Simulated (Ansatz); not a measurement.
# Cost against accuracy: scf.convergence.dr2_threshold for GaN (P6_3mc, 8 atoms in the cell)

Cell: a = 3.1222 Å, b = 3.1222 Å, c = 10.2212 Å, α = 90.00°, β = 90.00°, γ = 120.00°.

Computed with PBE, harder PAW files (source: ansatz) (plane waves; Ansatz, a program for electronic structure).

Base settings: basis.ecutwfc = 75 Ry; kpoints.mp_grid.grid = 6 6 2; hamiltonian.xc = pbe; hamiltonian.pseudopotentials = {kind: paw, source: ansatz}; scf.occupations.method = methfessel_paxton; scf.occupations.width = 0.0037 Ry.

Misses are taken against the tightest run, 1e-12 eV, which need not be fully converged itself.

The count of work is k-points × plane waves × bands × iterations; it is no time, and leaves out set-up, grids and terms that scale otherwise. 

The starting cell was generated: these elements placed on a structure prototype, without a prior relaxation; it need not be a known phase or ordering of this composition. Its lattice was rescaled by a random factor within 2.5 % of one. In the base run, with a pressure of about 18 GPa the cell is away from its equilibrium volume at this level. Ansatz's pressure includes its estimate of the finite-basis (Pulay) stress.

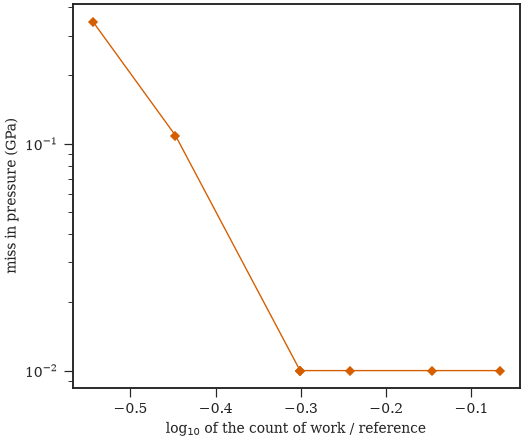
Figure. Miss against the count of work; the reference run is not drawn, and misses under 0.01 GPa are drawn there.

| scf.convergence.dr2_threshold | pressure less reference (GPa) | count of work / reference |
|---|---|---|
| 0.1 eV | -0.35 | 0.29 |
| 0.01 eV | 0.11 | 0.36 |
| 0.001 eV | 0.00 | 0.50 |
| 0.0001 eV | 0.00 | 0.50 |
| 1e-05 eV | 0.00 | 0.50 |
| 1e-06 eV | 0.00 | 0.57 |
| 1e-08 eV | 0.00 | 0.71 |
| 1e-10 eV | 0.00 | 0.86 |
| 1e-12 eV | 0.00 | 1.0 |

Coarsest setting among those run that, with all tighter ones, holds the pressure within 0.2 GPa of the reference: 0.01 eV, off by 0.11 GPa; it needs 0.36 of the reference's count of work.

Coarsest setting among those run that, with all tighter ones, holds the pressure within 0.1 GPa of the reference: 0.001 eV, off by 0.001 GPa; its saving against the reference is no more than about a factor of 2 in the count of work.

The step from 0.1 eV to 1e-08 eV: it takes the miss in the pressure from 0.35 to 0.000 GPa, for 2.5 times the count of work.

Keys are those of Ansatz 0.2.
